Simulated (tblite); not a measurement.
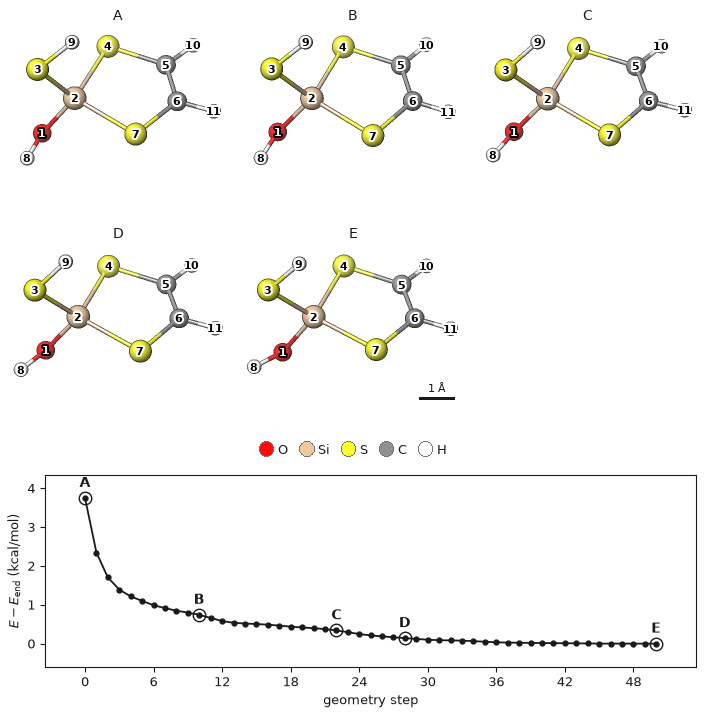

Frames of a relaxation of C2H4OS3Si, marked on the history of the run. Style: ball-and-stick. Shown at a tilt.

Theory: GFN2-xTB geometry optimisation, gas phase (tblite). 

Q: Describe the path.

A: Over 50 geometry steps the energy falls by 3.75 kcal/mol. The largest move after the best rigid fit is that of H8, 0.38 Å. Largest moves by element: H 0.38 Å, S 0.23 Å, O 0.18 Å, Si 0.13 Å, C 0.09 Å. Near-neighbour distances that change, for instance: Si2–S3 2.094 → 2.151 Å, O1–Si2 1.636 → 1.612 Å, Si2–S4 2.124 → 2.145 Å, Si2–S7 2.133 → 2.154 Å. Among the angles between lasting bonds that change: Si2–O1–H8 114.3° → 124.8°, O1–Si2–S3 112.0° → 106.4°, S7–C6–H11 117.6° → 113.7°. Groups turn about O1–Si2 by about 35°. Cost: 0.67 s on 1 thread of Arm Neoverse N1, on a shared host. From step 0 to 10: O1 moves most (0.08 Å), energy −3.01 kcal/mol. From step 10 to 22: H atoms move most (0.12 Å), energy −0.40 kcal/mol. From step 22 to 28: H8 moves most (0.12 Å), energy −0.20 kcal/mol. From step 28 to 50: H8 moves most (0.10 Å), energy −0.14 kcal/mol.
